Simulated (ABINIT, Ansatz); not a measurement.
# Si3N4 (Fd-3m): one start, several treatments of the self-energy

How much does the gap of Si3N4 (Fd-3m) depend on the approximation to the self-energy?

Calculated with ABINIT 10.8.3; PBE and many-body steps on it, plane waves.

**What was measured.**

- Gap 4.3 ± 0.25 eV: gap from soft X-ray absorption and emission edges; soft X-ray absorption and emission spectroscopy; powder (earlier literature measurement) (quoted in “Photoluminescence and electronic transitions in cubic silicon nitride”, 2016, pmc:4698759).

## (1) Set-up

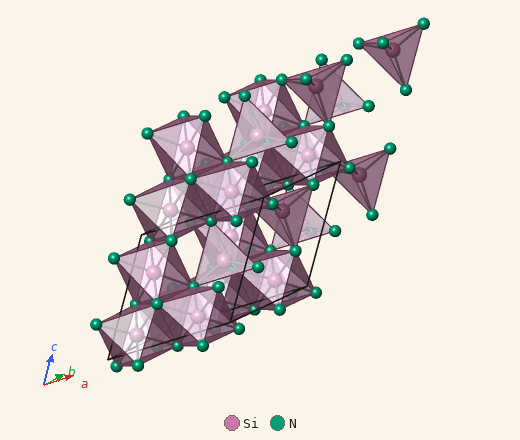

The cell as given, slightly off an axis (silicon pink, nitrogen teal). 1×2×2 cells are drawn. Some periodic images of atoms are drawn too.

The cell and positions are those that the Materials Project relaxed with its own functionals (PBE, PBE+U or r2SCAN), kept fixed. This is not the form that Si3N4 usually takes at ambient conditions.

## (2) Empty states on the mesh, 4×4×4 mesh, 941 bands

This step: ABINIT 10.8.3; DFT, PBE, plane waves, norm-conserving pseudopotentials.

The sums over transitions need many empty states on a uniform mesh; this step solves for them.

The input, run.abi:

```
acell 3*1.0 Angstrom
rprim 
  -0.000000000000 3.893718000000 3.893718000000
  3.893718000000 0.000000000000 3.893718000000
  3.893718000000 3.893718000000 -0.000000000000
ntypat 2
znucl 14 7
natom 14
typat 1 1 1 1 1 1 2 2 2 2 2 2 2 2
xred 
  0.125000000000 0.125000000000 0.625000000000
  0.125000000000 0.625000000000 0.125000000000
  0.625000000000 0.125000000000 0.125000000000
  0.125000000000 0.125000000000 0.125000000000
  0.750000000000 0.750000000000 0.750000000000
  0.500000000000 0.500000000000 0.500000000000
  0.367563000000 0.367563000000 0.367563000000
  0.352689000000 0.882437000000 0.882437000000
  0.882437000000 0.882437000000 0.352689000000
  0.882437000000 0.352689000000 0.882437000000
  0.367563000000 0.367563000000 0.897311000000
  0.367563000000 0.897311000000 0.367563000000
  0.882437000000 0.882437000000 0.882437000000
  0.897311000000 0.367563000000 0.367563000000
pp_dirpath "pseudos"
pseudos "Si.upf, N.upf"
ecut 36
ngkpt 4 4 4
nshiftk 1
shiftk 0 0 0
kptopt 1
chksymbreak 0
iscf -2
irdden 1
istwfk *1
nband 941
nbdbuf 84
tolwfr 1e-09
nstep 60
prtvol 0
indata_prefix "in"
outdata_prefix "out"
tmpdata_prefix "tmp"
```

On the command line:

```
OMP_NUM_THREADS=2 mpirun -n 8 abinit run.abi > log
```

Numbers of over 12 decimals in the logs are rounded to 6 here.

What it wrote:

```text
.Version 10.8.3 of ABINIT. v10.8.2 released Aug 2026.

 Symmetries : space group Fd -3 m (#227); Bravais cF (face-center cubic)
[... echo of the input left out ...]
== DATASET  1 ==================================================================
-   mpi_nproc: 8, omp_nthreads: 2 (-1 if OMP is not activated)

--- !DatasetInfo
iteration_state: {dtset: 1, }
dimensions: {natom: 14, nkpt: 8, mband: 941, nsppol: 1, nspinor: 1, nspden: 1, mpw: 8242, }
cutoff_energies: {ecut:  36.0, pawecutdg:  -1.0, }
[...]
7.82614    7.82617    7.82620    7.89844    7.89856    7.89934    7.90416    7.90444
   7.90637    7.92038    7.92297    7.94748    7.94914    7.95145    7.95833    7.96536
   7.97108    7.98380    7.99230    7.99811    8.00620
 prteigrs : prtvol=0 or 1, do not print more k-points.

== END DATASET(S) ==============================================================
================================================================================

 -outvars: echo values of variables after computation  --------
            nband         941
             nkpt           8
          spgroup         227
 [... the other variables as echoed above ...]

 Calculation completed.
```

Run time: 39 min. Hardware: 8 MPI ranks of Arm Neoverse N1, shared host; peak memory 2 GiB; 7.8 h of CPU time.

This step gave:

| Item | Value |
| --- | --- |
| gap | 3.398 eV |
| k of the valence top | -0.25, 0.25, 0 |
| k of the conduction bottom | 0, 0, 0 |
| least direct gap | 3.407 eV |
| k points computed | 8 |
| lowest point of the top converged band, above the valence top | 191.8030 eV |

On this mesh the gap is 3.398 eV.

The density comes from a self-consistent run that is not shown.

## (3) Screening, 4×4×4 mesh, 368 bands, screening to 212.2 eV

The RPA dielectric matrix is built and inverted for each q.

This step: RPA screening on PBE, plane waves, norm-conserving pseudopotentials.

run.abi, as its differences from that of step 2:

```diff
@@ -32,10 +32,11 @@
 chksymbreak 0
-iscf -2
-irdden 1
 istwfk *1
-nband 941
-nbdbuf 84
-tolwfr 1e-09
-nstep 60
-prtvol 0
+occopt 1
+irdwfk 1
+optdriver 3
+nband 368
+ecuteps 7.8
+inclvkb 2
+awtr 1
+symchi 1
 indata_prefix "in"
```

On the command line:

```
OMP_NUM_THREADS=1 mpirun -n 16 abinit run.abi > log
```

What it wrote:

```text
.Version 10.8.3 of ABINIT. v10.8.2 released Aug 2026.

 Symmetries : space group Fd -3 m (#227); Bravais cF (face-center cubic)
[... echo of the input left out ...]
== DATASET  1 ==================================================================
-   mpi_nproc: 16, omp_nthreads: 1 (-1 if OMP is not activated)

--- !DatasetInfo
iteration_state: {dtset: 1, }
dimensions: {natom: 14, nkpt: 8, mband: 368, nsppol: 1, nspinor: 1, nspden: 1, mpw: 8242, }
cutoff_energies: {ecut:  36.0, pawecutdg:  -1.0, }
electrons: {nelect:   6.40000000E+01, charge:   0.00000000E+00, occopt:   1.00000000E+00, tsmear:   1.00000000E-02, }

 SCREENING: Calculation of the susceptibility and dielectric matrices

 Based on a program developped by R.W. Godby, V. Olevano, G. Onida, and L. Reining.
 Incorporated in ABINIT by V. Olevano, G.-M. Rignanese, and M. Torrent.
.Using double precision arithmetic ; gwpc =  8

[... cell and pseudopotentials left out ...]
--------------------------------------------------------------------------------

 ==== K-mesh for the wavefunctions ====
 Number of points in the irreducible wedge :     8
[... list of points left out ...]
 Together with 48 symmetry operations and time-reversal symmetry
 yields    64 points in the full Brillouin Zone.

 ==== Q-mesh for the screening function ====
 Number of points in the irreducible wedge :     8
[... list of points left out ...]
 Together with 48 symmetry operations and time-reversal symmetry
 yields    64 points in the full Brillouin Zone.

 setmesh: FFT mesh size selected  =    48x   48x   48
          total number of points  =       110592

 vcoul_init : cutoff-mode = AUXILIARY_FUNCTION
 q-points for optical limit:   1
     1)      0.000010    0.000020    0.000030

- screening: taking advantage of time-reversal symmetry
- Maximum band index for partially occupied states nbvw = 32
- Remaining bands to be divided among processors   nbcw = 336
- Number of bands treated by each node ~21

 Number of electrons calculated from density =   64.0000; Expected =   64.0000
 average of density, n =  0.080327
 r_s =    1.4378
 omega_plasma =   27.3392 [eV]

 calculating chi0 at frequencies [eV] :
  1    0.000000E+00    0.000000E+00
  2    0.000000E+00    2.733918E+01

--------------------------------------------------------------------------------
  q-point number  1        q = ( 0.000000, 0.000000, 0.000000) [r.l.u.]
--------------------------------------------------------------------------------
[... chi0 elements left out ...]
 For q-point:  0.000010 0.000020 0.000030
  dielectric constant =   4.9856
  dielectric constant without local fields =   5.4332

  Average fulfillment of the sum rule on Im[epsilon] for q-point    1 :     82.82  [%]
[... wings left out ...]
  q-point number  2        q = ( 0.250000, 0.000000, 0.000000) [r.l.u.]
--------------------------------------------------------------------------------
[... chi0 elements left out ...]
  Average fulfillment of the sum rule on Im[epsilon] for q-point    2 :     87.70  [%]

 [... 6 further q-points ...]
```

Elapsed: 29 min, on 16 MPI ranks; peak memory 17 GiB; 7.8 h of CPU time.

This step gave:

```
ε∞ with local fields, on this mesh, along the program's q direction : 4.986
the same without local fields                                       : 5.433
plasma frequency                                                    : 27.34 eV
plane waves in the screening matrix                                 : 869
```

Local fields lower ε∞ by 8 %.

## (4) G0W0, Godby-Needs plasmon pole

The self-energy is evaluated for the states that the input lists, and the levels follow from it, in one-shot runs by the linearised quasiparticle equation.

This step: G0W0 on PBE, plane waves, norm-conserving pseudopotentials.

run.abi, as its differences from that of step 3:

```diff
@@ -35,8 +35,17 @@
 irdwfk 1
-optdriver 3
+optdriver 4
 nband 368
+gwcalctyp 0
+ecutsigx 36
+symsigma 1
+nkptgw 2
+kptgw 
+  -0.2500000000 0.2500000000 0.0000000000
+  0.0000000000 0.0000000000 0.0000000000
+bdgw 
+  31 34
+  30 35
 ecuteps 7.8
-inclvkb 2
-awtr 1
-symchi 1
+irdscr 1
+ppmodel 1
 indata_prefix "in"
```

What it wrote:

```text
.Version 10.8.3 of ABINIT. v10.8.2 released Aug 2026.

 Symmetries : space group Fd -3 m (#227); Bravais cF (face-center cubic)
[... echo of the input left out ...]
== DATASET  1 ==================================================================
-   mpi_nproc: 16, omp_nthreads: 1 (-1 if OMP is not activated)

--- !DatasetInfo
iteration_state: {dtset: 1, }
dimensions: {natom: 14, nkpt: 8, mband: 368, nsppol: 1, nspinor: 1, nspden: 1, mpw: 8242, }
cutoff_energies: {ecut:  36.0, pawecutdg:  -1.0, }
electrons: {nelect:   6.40000000E+01, charge:   0.00000000E+00, occopt:   1.00000000E+00, tsmear:   1.00000000E-02, }

 SIGMA: Calculation of the GW corrections

 Based on a program developped by R.W. Godby, V. Olevano, G. Onida, and L. Reining.
 Incorporated in ABINIT by V. Olevano, G.-M. Rignanese, and M. Torrent.
.Using double precision arithmetic ; gwpc =  8

[... cell and pseudopotentials left out ...]
--------------------------------------------------------------------------------

 ==== K-mesh for the wavefunctions ====
 Number of points in the irreducible wedge :     8
[... list of points left out ...]
 Together with 48 symmetry operations and time-reversal symmetry
 yields    64 points in the full Brillouin Zone.

 ==== Q-mesh for screening function ====
 Number of points in the irreducible wedge :     8
[... list of points left out ...]
 Together with 48 symmetry operations and time-reversal symmetry
 yields    64 points in the full Brillouin Zone.

 vcoul_init : cutoff-mode = AUXILIARY_FUNCTION
 q-points for optical limit:   1
     1)      0.000010    0.000020    0.000030
 setmesh: FFT mesh size selected  =    60x   60x   60
          total number of points  =       216000

 Number of electrons calculated from density =   64.0000; Expected =   64.0000
 average of density, n =  0.080327
 r_s =    1.4378
 omega_plasma =   27.3392 [eV]

 === KS Band Gaps ===
  >>>> For spin  1
   Minimum direct gap =   3.4065 [eV], located at k-point      :   0.0000  0.0000  0.0000
   Fundamental gap    =   3.3982 [eV], Top of valence bands at :  -0.2500  0.2500  0.0000
                                       Bottom of conduction at :   0.0000  0.0000  0.0000
 SIGMA fundamental parameters:
 PLASMON POLE MODEL  1
 number of plane-waves for SigmaX                 8099
 number of plane-waves for SigmaC and W            869
 number of plane-waves for wavefunctions          8099
 number of bands                                   368
 number of independent spin polarizations            1
 number of spinorial components                      1
 number of k-points in IBZ                           8
 number of q-points in IBZ                           8
 number of symmetry operations                      48
 number of k-points in BZ                           64
 number of q-points in BZ                           64
 number of frequencies for dSigma/dE                 9
 frequency step for dSigma/dE [eV]                0.25
 number of omega for Sigma on real axis              0
 max omega for Sigma on real axis  [eV]           0.00
 zcut for avoiding poles [eV]                     0.10

 EPSILON^-1 parameters (SCR file):
 dimension of the eps^-1 matrix on file            869
 dimension of the eps^-1 matrix used               869
 number of plane-waves for wavefunctions          8099
 number of bands                                   368
 number of q-points in IBZ                           8
 number of frequencies                               2
 number of real frequencies                          1
 number of imag frequencies                          1

 matrix elements of self-energy operator (all in [eV])

 Perturbative Calculation

--- !SelfEnergy_ee
iteration_state: {dtset: 1, }
kpoint     : [  -0.250,    0.250,    0.000, ]
spin       : 1
KS_gap     :    5.115
QP_gap     :    6.276
Delta_QP_KS:    1.161
data: !SigmaeeData |
     Band     E0 <VxcDFT>   SigX SigC(E0)      Z dSigC/dE  Sig(E)    E-E0       E
       31   6.775 -16.875 -20.847   3.151   0.805  -0.242 -17.536  -0.661   6.114
       32   7.618 -17.761 -21.506   3.065   0.806  -0.241 -18.309  -0.548   7.070
       33  12.732 -11.639  -6.570  -4.335   0.836  -0.196 -11.026   0.613  13.346
       34  13.235 -12.251  -7.001  -4.393   0.832  -0.202 -11.538   0.713  13.948

--- !SelfEnergy_ee
iteration_state: {dtset: 1, }
kpoint     : [   0.000,    0.000,    0.000, ]
spin       : 1
KS_gap     :    3.406
QP_gap     :    4.519
Delta_QP_KS:    1.113
data: !SigmaeeData |
     Band     E0 <VxcDFT>   SigX SigC(E0)      Z dSigC/dE  Sig(E)    E-E0       E
       30   7.609 -17.688 -21.460   3.044   0.806  -0.240 -18.275  -0.587   7.023
       31   7.609 -17.688 -21.460   3.044   0.806  -0.240 -18.275  -0.587   7.023
       32   7.609 -17.688 -21.460   3.044   0.806  -0.240 -18.275  -0.587   7.023
       33  11.016 -11.369  -6.697  -4.046   0.839  -0.191 -10.843   0.526  11.542
       34  11.016 -11.369  -6.697  -4.046   0.839  -0.191 -10.843   0.526  11.542
       35  11.016 -11.369  -6.697  -4.046   0.839  -0.191 -10.843   0.526  11.542

== END DATASET(S) ==============================================================
================================================================================

 -outvars: echo values of variables after computation  --------
           etotal      0.0000000000E+00
            nband         368
             nkpt           8
          spgroup         227
 [... the other variables as echoed above ...]

 Calculation completed.
```

The job ended after 4.4 min (16 MPI ranks; peak memory 14 GiB; 70 min of CPU time).

This step gave:

```yaml
g0w0_gap_on_the_points_computed: 4.472 eV
starting_gap_on_the_mesh: 3.398 eV
k_of_the_valence_top: -0.25, 0.25, 0
k_of_the_conduction_bottom: 0, 0, 0
z_at_the_valence_top: 0.806
z_at_the_conduction_bottom: 0.839
least_direct_g0w0_gap_on_the_computed_points: 4.519 eV
```

The gap on the mesh goes from 3.40 eV to 4.47 eV, a correction of +1.07 eV.

## (5) G0W0, Engel-Farid plasmon pole

run.abi, as its differences from that of step 4:

```diff
@@ -49,3 +49,3 @@
 irdscr 1
-ppmodel 1
+ppmodel 4
 indata_prefix "in"
```

What it wrote:

```text
.Version 10.8.3 of ABINIT. v10.8.2 released Aug 2026.

 Symmetries : space group Fd -3 m (#227); Bravais cF (face-center cubic)
[... echo of the input left out ...]
== DATASET  1 ==================================================================
-   mpi_nproc: 16, omp_nthreads: 1 (-1 if OMP is not activated)

--- !DatasetInfo
iteration_state: {dtset: 1, }
dimensions: {natom: 14, nkpt: 8, mband: 368, nsppol: 1, nspinor: 1, nspden: 1, mpw: 8242, }
cutoff_energies: {ecut:  36.0, pawecutdg:  -1.0, }
electrons: {nelect:   6.40000000E+01, charge:   0.00000000E+00, occopt:   1.00000000E+00, tsmear:   1.00000000E-02, }

 SIGMA: Calculation of the GW corrections

 Based on a program developped by R.W. Godby, V. Olevano, G. Onida, and L. Reining.
 Incorporated in ABINIT by V. Olevano, G.-M. Rignanese, and M. Torrent.
.Using double precision arithmetic ; gwpc =  8

[... cell and pseudopotentials left out ...]
--------------------------------------------------------------------------------

 ==== K-mesh for the wavefunctions ====
 Number of points in the irreducible wedge :     8
[... list of points left out ...]
 Together with 48 symmetry operations and time-reversal symmetry
 yields    64 points in the full Brillouin Zone.

 ==== Q-mesh for screening function ====
 Number of points in the irreducible wedge :     8
[... list of points left out ...]
 Together with 48 symmetry operations and time-reversal symmetry
 yields    64 points in the full Brillouin Zone.

 vcoul_init : cutoff-mode = AUXILIARY_FUNCTION
 q-points for optical limit:   1
     1)      0.000010    0.000020    0.000030
 setmesh: FFT mesh size selected  =    60x   60x   60
          total number of points  =       216000

 Number of electrons calculated from density =   64.0000; Expected =   64.0000
[...]
number of omega for Sigma on real axis              0
 max omega for Sigma on real axis  [eV]           0.00
 zcut for avoiding poles [eV]                     0.10

 EPSILON^-1 parameters (SCR file):
 dimension of the eps^-1 matrix on file            869
 dimension of the eps^-1 matrix used               869
 number of plane-waves for wavefunctions          8099
 number of bands                                   368
 number of q-points in IBZ                           8
 number of frequencies                               2
 number of real frequencies                          1
 number of imag frequencies                          1

 matrix elements of self-energy operator (all in [eV])

 Perturbative Calculation

--- !SelfEnergy_ee
iteration_state: {dtset: 1, }
kpoint     : [  -0.250,    0.250,    0.000, ]
spin       : 1
KS_gap     :    5.115
QP_gap     :    6.350
Delta_QP_KS:    1.235
data: !SigmaeeData |
     Band     E0 <VxcDFT>   SigX SigC(E0)      Z dSigC/dE  Sig(E)    E-E0       E
       31   6.775 -16.875 -20.847   2.875   0.819  -0.222 -17.773  -0.898   5.877
       32   7.618 -17.761 -21.506   2.793   0.819  -0.221 -18.541  -0.780   6.838
       33  12.732 -11.639  -6.570  -4.531   0.847  -0.180 -11.183   0.456  13.188
[...]
--- !SelfEnergy_ee
iteration_state: {dtset: 1, }
kpoint     : [   0.000,    0.000,    0.000, ]
spin       : 1
KS_gap     :    3.406
QP_gap     :    4.580
Delta_QP_KS:    1.174
data: !SigmaeeData |
     Band     E0 <VxcDFT>   SigX SigC(E0)      Z dSigC/dE  Sig(E)    E-E0       E
[...]
34  11.016 -11.369  -6.697  -4.257   0.850  -0.176 -11.016   0.354  11.369
       35  11.016 -11.369  -6.697  -4.257   0.850  -0.176 -11.016   0.354  11.369

== END DATASET(S) ==============================================================
================================================================================

 -outvars: echo values of variables after computation  --------
           etotal      0.0000000000E+00
            nband         368
             nkpt           8
          spgroup         227
 [... the other variables as echoed above ...]

 Calculation completed.
```

Elapsed: 4 min, on 16 MPI ranks; peak memory 12 GiB.

Numbers from this step:

| Property | Result |
| --- | --- |
| G0W0 gap on the points computed | 4.531 eV |
| starting gap on the mesh | 3.398 eV |
| k of the valence top | -0.25, 0.25, 0 |
| k of the conduction bottom | 0, 0, 0 |
| Z at the valence top | 0.819 |
| Z at the conduction bottom | 0.85 |
| least direct G0W0 gap on the computed points | 4.58 eV |

Against G0W0 in ABINIT (4×4×4 mesh, 368 bands, screening to 212.2 eV, Godby-Needs plasmon pole), the gap moves by +0.059 eV.

(Part 1 of 2 ends here.)

[Paths, hosts, dates, memory and timing lines, banners, echoed tables and standing remarks are left out of the program output.]

[Logs are printed without paths, hosts, clocks, repeated set-up lines and the standing remarks that a program may print on its own settings, such as how far it seeks lower states.]

[Runs of the session that timed out or met a known fault of the program may be left out.]

[Hosts, paths, dates, database ids (printed as entryN), source tags and the programs' standing remarks are cut or masked in the printed files.]

[G0W0 gaps are taken among the corrected bands and points alone; a level outside them can change the order at an edge.]

[Where Ansatz stands beside ABINIT at settings called matched, ABINIT's density can come from a denser mesh and the files from another edition; pairs whose starting gaps differed by over 0.03 eV were left out, so agreement reads better than it is.]
